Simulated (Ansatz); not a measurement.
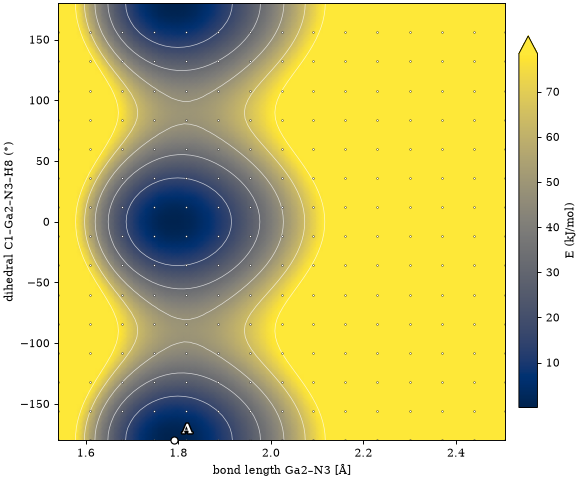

CH5ClGaN, SMILES [CH3][Ga]([NH2])[Cl]. First axis: bond length Ga2–N3. Second axis: dihedral C1–Ga2–N3–H8. Nothing is relaxed (all other coordinates rigid). The grid has 15 × 15 points. Points are written as (first, second). Energies: kJ/mol, counted from the relaxed molecule at the same level. All numbers below come from Ansatz 0.2.0, RKS SPW92 (LDA)/def2-TZVP.

Drawn: a smooth colour map with a few white contour lines, dots at the grid points, one colour for all values above the top of the scale, the well A. Between grid points the surface is interpolated.

**Estimate the position of the minimum and the force constants in these coordinates. Take the well at A.**

The interpolated minimum is at bond length Ga2–N3 ≈ 1.790 Å, dihedral C1–Ga2–N3–H8 ≈ −180°. The curvatures there are about 25 eV/Å² and 0.92 eV/rad², with a cross term of about 0 eV/(Å·rad). Round the minimum the two coordinates are nearly uncoupled. (1 eV is 96.5 kJ/mol.)
